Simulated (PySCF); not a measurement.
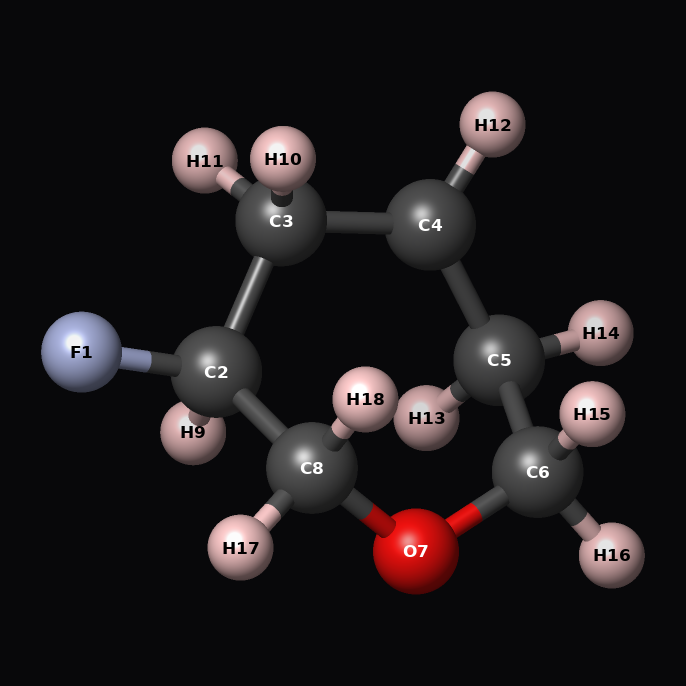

Charge 0, doublet. Computed geometry: GFN2-xTB optimisation. No frequency run is at hand to confirm it as a minimum. Method: UKS B3LYP, pcH-1 on C F H O, non-relativistic (PySCF 2.14.0). Fermi-contact and spin-dipolar terms alone, no spin-orbit part.

Which nucleus has the largest dipolar (anisotropic) hyperfine coupling?

13C at C4: principal values −80.9, −80.0, 160.9 MHz.

List the isotropic and dipolar parts for the most strongly coupled nuclei, one of each equivalent set.

```csv
atom,isotope,a_iso (MHz),dipolar part (MHz)
C4,13C,90.5,"−80.9, −80.0, 160.9"
H12,1H,−63.3,"−38.6, 0.0, 38.6"
C6,13C,80.8,"−6.6, −5.9, 12.5"
H14,1H,8.1,"−5.3, −3.9, 9.1"
H11,1H,133.5,"−5.7, −3.3, 9.0"
H10,1H,79.7,"−4.8, −4.1, 8.9"
H13,1H,79.5,"−4.8, −4.1, 8.9"
H15,1H,−4.2,"−6.3, −1.6, 7.9"
```
